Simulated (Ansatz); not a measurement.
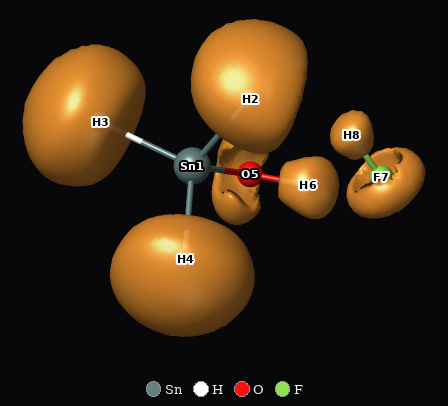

Figure. H4OSn···HF. Isosurface of the electron localisation function at 0.85 (orange), seen from one side. Only the valence region is drawn (cores and ρ < 0.01 e/Å³ removed).

Core potentials replace the inner electrons of Sn.

Computed with RKS PBE-D4/def2-SVP (Ansatz 0.2.0).

```xyz
8

Sn    0.2281    0.0778   -0.0767
H     0.0989    0.2977    1.6663
H     1.8680   -0.2063   -0.5115
H    -0.4898    1.4399   -0.8611
O    -0.7158   -1.6372   -0.5202
H    -1.5818   -1.5772   -0.0643
F    -2.4265   -0.4027    1.4559
H    -1.6038   -0.2266    1.8874
```

Q: Where are the electrons localised?

A: At this value the surface marks out five regions around hydrogen nuclei, one lobe on O, pointing away from the bonds (lone pairs, which may merge into one lobe) and one region wrapped around F (its valence shell). Along the contacts the grid gives the following. Sn1···H8 (2.70 Å): the ELF dips to about 0.10 between them. Sn–O (2.01 Å): the ELF peaks at about 0.85 in the valence shell of O, 0.6 Å from its nucleus, and drops to about 0.15 between the two atoms.
